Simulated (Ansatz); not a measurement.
C2H6BO: several calculations on one system

### Relaxation

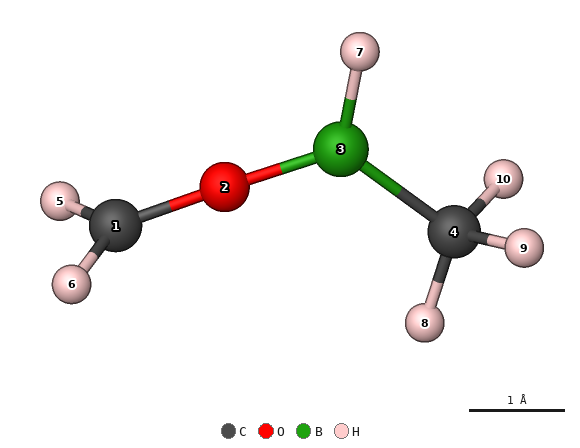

C2H6BO (charge +1), before the relaxation. Style: ball-and-stick. Shown at a tilt.

The run prepares an end point of a later path (torsion) calculation, from a guessed geometry.

Theory: RKS PBE-D4/def2-SVP (Ansatz).

The input:
```yaml
crystal:
  periodic: [false, false, false]
  atoms:
    - { symbol: C, position_ang: [-1.12039, 1.65853, 0.36068] }
    - { symbol: O, position_ang: [-0.18758, 0.88169, 0.19965] }
    - { symbol: B, position_ang: [0.77294, 0.03546, 0.02581] }
    - { symbol: C, position_ang: [0.46986, -1.473, -0.32489] }
    - { symbol: H, position_ang: [-1.52989, 2.22122, -0.48104] }
    - { symbol: H, position_ang: [-1.55548, 1.81005, 1.3509] }
    - { symbol: H, position_ang: [1.87629, 0.41833, 0.12675] }
    - { symbol: H, position_ang: [-0.58803, -1.71671, -0.32268] }
    - { symbol: H, position_ang: [0.98476, -2.13051, 0.37293] }
    - { symbol: H, position_ang: [0.87751, -1.70506, -1.30811] }
total_charge: 1
basis:
  gaussian: { orbitals: def2-SVP }
hamiltonian:
  xc: pbe
  dispersion: d4
relax:
  f_tol: 0.015
  max_steps: 40
```

Launched with:
```bash
ansatz run input.yaml --threads 1 --pin off --max-ram 2048MiB --backend cpu --events-out ev --progress --plain --runs-dir out
```

Question: What does the optimiser find from here?

Answer: The largest move after the best rigid fit is that of H10, 0.089 Å. By element the largest moves are H 0.089 Å, B 0.085 Å, C 0.060 Å, O 0.052 Å. Some distances before and after: O2–B3 1.292 → 1.404 Å, B3–H7 1.172 → 1.212 Å, B3–C4 1.578 → 1.541 Å, C1–H5 1.092 → 1.112 Å. Bond angles that change, for instance: C4–B3–H7 120.8° → 129.0°, O2–B3–H7 118.3° → 111.1°, H5–C1–H6 118.5° → 122.0°. After 6 accepted moves (8 points after the start) the energy has fallen by 29.4 kJ/mol. Largest force component: 3.6 eV/Å at the start, 0.0084 eV/Å at the end. The line search rejected the trial steps at points 2, 3 of the run. Cost: 19 s on 1 thread of Arm Neoverse V2, on a shared host, peak memory 0.12 GiB.

History of the run:

| step | E − E(0), kJ/mol | largest force component, eV/Å | note |
| --- | --- | --- | --- |
| 0 | 0.00 | 3.6291 |  |
| 1 | -21.19 | 1.8609 |  |
| 2 | 22.92 | 3.3344 | rejected |
| 3 | -19.01 | 2.5310 | rejected |
| 4 | -28.14 | 0.4004 |  |
| 5 | -29.04 | 0.1323 |  |
| 6 | -29.33 | 0.0445 |  |
| 7 | -29.37 | 0.0216 |  |
| 8 | -29.38 | 0.0084 |  |

The structure at the end:

```xyz
10

C    -1.1483    1.7079    0.3814
O    -0.2395    0.8848    0.1990
B     0.7966   -0.0394   -0.0060
C     0.4633   -1.5072   -0.3353
H    -1.5420    2.2775   -0.4881
H    -1.5428    1.8561    1.4099
H     1.8816    0.4882    0.1115
H    -0.6088   -1.7710   -0.3790
H     0.9852   -2.1472    0.4121
H     0.9548   -1.7499   -1.3055
```

The end point in the same view:

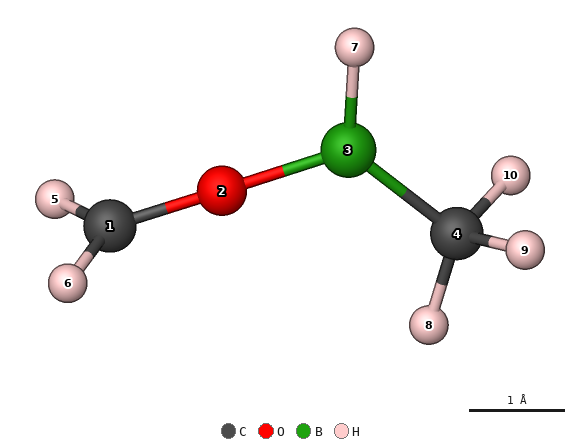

### Relaxation

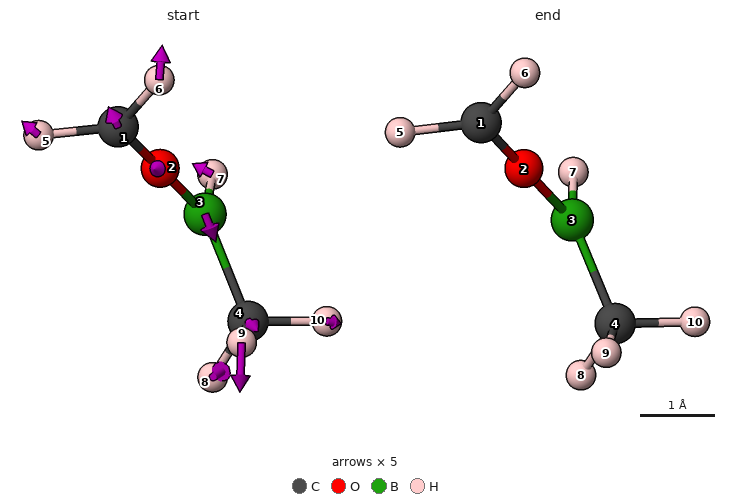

The structure of C$_{2}$H$_{6}$BO (charge +1) before (left) and after (right) a relaxation, at one scale. The purple arrows give the displacements, 5 times their true length.

A ball-and-stick model, seen from a free direction.

The run prepares an end point of a later path (torsion) calculation, from a guessed geometry.

These are results of RKS PBE-D4/def2-SVP (Ansatz 0.2.0), not measurements. Set-up: no spin polarisation; force threshold 0.015 eV/Å; at most 40 steps.

Question: What changed between the two?

Answer: The energy falls by 7.85 kcal/mol in 8 accepted moves (11 points after the start). Largest force component: 3.6 eV/Å at the start, 0.0075 eV/Å at the end. The line search rejected the trial steps at points 2, 4, 10 of the run. H9 moves most after the best rigid fit: 0.14 Å. Largest moves by element: H 0.14 Å, B 0.09 Å, C 0.07 Å, O 0.06 Å. Some distances before and after: O2–B3 1.292 → 1.404 Å, B3–H7 1.172 → 1.212 Å, B3–C4 1.578 → 1.541 Å, C1–H5 1.092 → 1.112 Å. Bond angles that change, for instance: C4–B3–H7 120.8° → 129.0°, O2–B3–H7 118.3° → 111.1°, B3–C4–H9 110.1° → 116.5°. Cost: 25 s on 1 thread of Arm Neoverse V2 (shared host), peak memory 0.12 GiB.

### Path

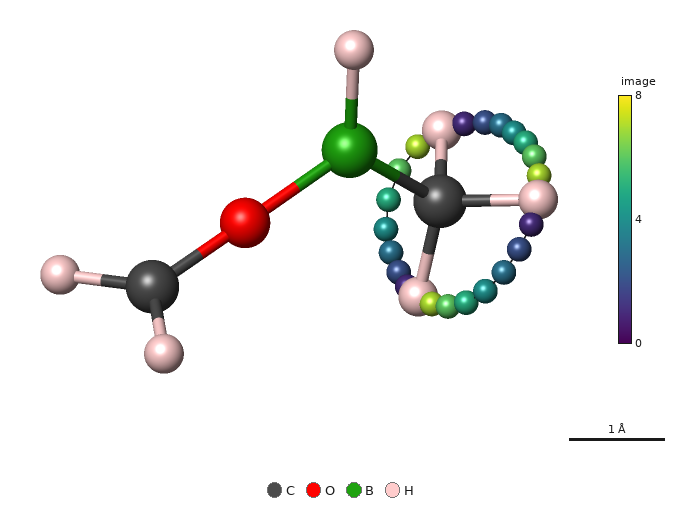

NEB run on C2H6BO (charge +1). Images are numbered from 0 (start) to 8 (end). The start is drawn whole; smaller spheres mark the moving atoms (H) in the later images, joined by lines and coloured by the number of the image. Style: ball-and-stick. Shown at a tilt.

Method: Ansatz 0.2.0, RKS PBE-D4/def2-SVP.

Input file:
```yaml
crystal:
  periodic: [false, false, false]
  atoms:
    - { symbol: C, position_ang: [-1.147906, 1.708193, 0.381441] }
    - { symbol: O, position_ang: [-0.239351, 0.884888, 0.198886] }
    - { symbol: B, position_ang: [0.796618, -0.039524, -0.006261] }
    - { symbol: C, position_ang: [0.462927, -1.507301, -0.335196] }
    - { symbol: H, position_ang: [-1.541812, 2.277701, -0.488036] }
    - { symbol: H, position_ang: [-1.542111, 1.856576, 1.410061] }
    - { symbol: H, position_ang: [1.881662, 0.487967, 0.110912] }
    - { symbol: H, position_ang: [-0.609227, -1.770919, -0.378507] }
    - { symbol: H, position_ang: [0.98502, -2.147262, 0.412188] }
    - { symbol: H, position_ang: [0.954169, -1.750316, -1.305485] }
total_charge: 1
basis:
  gaussian: { orbitals: def2-SVP }
hamiltonian:
  xc: pbe
  dispersion: d4
neb:
  order_check: false
  images: 7
  f_tol: 0.05
  max_iterations: 60
  initial_path: idpp
  final_atoms:
    - { symbol: C, position_ang: [-1.11594632, 1.68005445, 0.56069738] }
    - { symbol: O, position_ang: [-0.24507297, 0.89034371, 0.16742372] }
    - { symbol: B, position_ang: [0.74778026, 0.00325218, -0.27813917] }
    - { symbol: C, position_ang: [0.47011623, -1.51217093, -0.30313622] }
    - { symbol: H, position_ang: [-1.83448332, 2.10040693, -0.17585721] }
    - { symbol: H, position_ang: [-1.15298908, 1.94844225, 1.63869683] }
    - { symbol: H, position_ang: [1.75092985, 0.60017339, -0.60399633] }
    - { symbol: H, position_ang: [0.63154083, -1.8628793, -1.34837177] }
    - { symbol: H, position_ang: [-0.52352174, -1.83654692, 0.05480046] }
    - { symbol: H, position_ang: [1.27163527, -2.01107276, 0.2878853] }
```

Launched with:
```bash
ansatz run input.yaml --threads 1 --pin off --max-ram 2048MiB --backend cpu --events-out ev --progress --plain --runs-dir out
```

### What moves, how far, and at what cost in energy?

The motion is a rotation about the B–C bond by about 120°. No bond forms or breaks between the ends. Bond angles that change up to the highest image, for instance: B–C–H 116.5° → 111.2°, H–C–H 104.6° → 108.8°. The barrier is about 0.037 eV in both directions, with image 4 at the top; the ends have the same energy. The band converged in 10 iterations. The largest component of the band force went from 0.93 to 0.033 eV/Å. The climbing image converged on the top of the path. Its vibrational analysis gives 2 imaginary modes over 30i cm⁻¹, so it isn't confirmed as a transition state.

The run took 2.1 min on 1 thread of Arm Neoverse V2, on a shared host, peak memory 0.25 GiB.
